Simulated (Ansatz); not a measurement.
**Single-point calculation, with input and output: AuNa6 (charge +1)**

The run: single-point calculation of AuNa6, charge +1. Method and program: RKS BLYP-D4/def2-TZVP (Ansatz 0.2.0).

The geometry comes from this level: PBE-D4/def2-SVP.

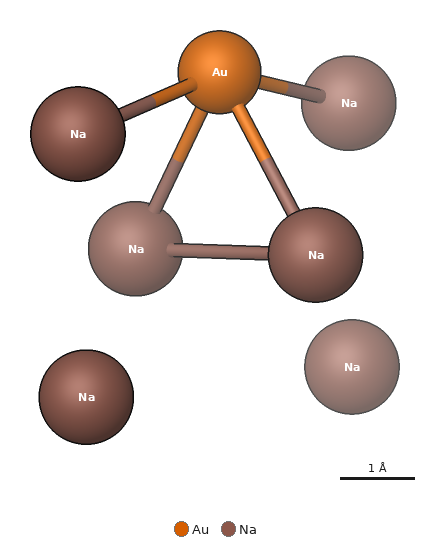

Fig. 1: The structure as given in the input (ball-and-stick view, seen at a tilt). Sticks mark near contacts. Bond lengths as drawn: Au–Na 2.91 to 2.95 Å and Na–Na 3.24 Å.

Input:
```yaml
crystal:
  periodic: [false, false, false]
  atoms:
    - {symbol: Au, position_ang: [-0.799316, 1.749309, -0.825068]}
    - {symbol: Na, position_ang: [-0.917502, -0.124804, -3.055485]}
    - {symbol: Na, position_ang: [-0.395097, 2.484728, 1.964357]}
    - {symbol: Na, position_ang: [-1.227213, -0.810049, 0.534617]}
    - {symbol: Na, position_ang: [0.566235, -3.066381, -1.613224]}
    - {symbol: Na, position_ang: [1.704580, 0.283333, -0.309120]}
    - {symbol: Na, position_ang: [1.068312, -0.516135, 3.303934]}
basis:
  gaussian: {orbitals: def2-TZVP, initial_orbitals: start.molden}
total_charge: 1
hamiltonian: {xc: {name: BLYP}, dispersion: d4}
scf: {omitted_lower_state_checks: [starts]}
output: {orbitals: {seedname: orbitals}}
```

Launched with:
```bash
ansatz run in.yaml --threads 4 --pin off --events-out ev --progress --plain --max-ram 4787MiB
```

Log:
```
Functional definition: BLYP
  name "BLYP"
  cite "Becke, Phys. Rev. A 38, 3098 (1988) doi:10.1103/PhysRevA.38.3098"
  cite "Lee, Yang & Parr, Phys. Rev. B 37, 785 (1988) doi:10.1103/PhysRevB.37.785"
  parameter beta = 0.0042
  parameter a = 0.04918
  parameter b = 0.132
  parameter c = 0.2533
  parameter d = 0.349
  exchange = b88_x(beta = beta)
  correlation = lyp_c(a = a, b = b, c = c, d = d)
these checks for a lower state are left out or cut short: starts
2020 factors; their error is unknown
mean field evaluation 1: about -30189.4758 eV, gradient 1.2e1 eV
mean field evaluation 2: about -30189.6555 eV, gradient 2.4e-1 eV
mean field evaluation 4: about -30189.6237 eV, gradient 1.5e-3 eV
mean field -30189.62366578 eV, -1109.4482064554 hartree, gradient 1.7e-5 eV, S^2 0.000000; 0 other end points of the search recorded, 0 dependent functions left out
reference -30189.62411446 eV, -1109.4482229441 hartree; 42, 42 occupied and 190, 190 virtual orbitals, 2020 factors
Total energy: -30189.94390277 eV, -1109.4599749479 hartree
Checks for a lower state left out: starts
```

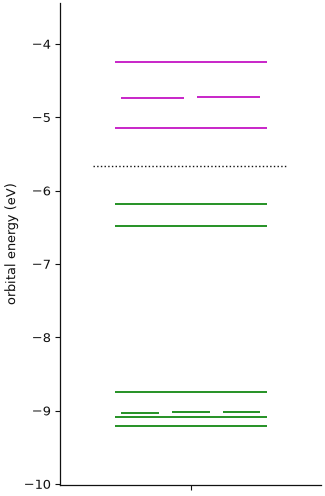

Fig. 2: Orbital energies near the frontier; the dotted line parts filled from empty levels, and levels within 0.02 eV of each other stand side by side. Highest filled −6.18 eV, lowest empty −5.15 eV, 1.03 eV apart.

Results in brief:

| quantity | value |
| --- | --- |
| outcome | converged |
| total energy | −30189.9439 eV |
| mean-field energy | −30189.6241 eV |
| dispersion energy | −0.3198 eV |
| SCF solution under orbital rotations | stable |
| HOMO | −6.18 eV |
| LUMO | −5.15 eV |
| hardware | 4 threads of Arm Neoverse N1, 23 GiB of memory available, shared host |
| wall time | 10 s (CPU time 38 s) |
| peak memory | 0.48 GiB |
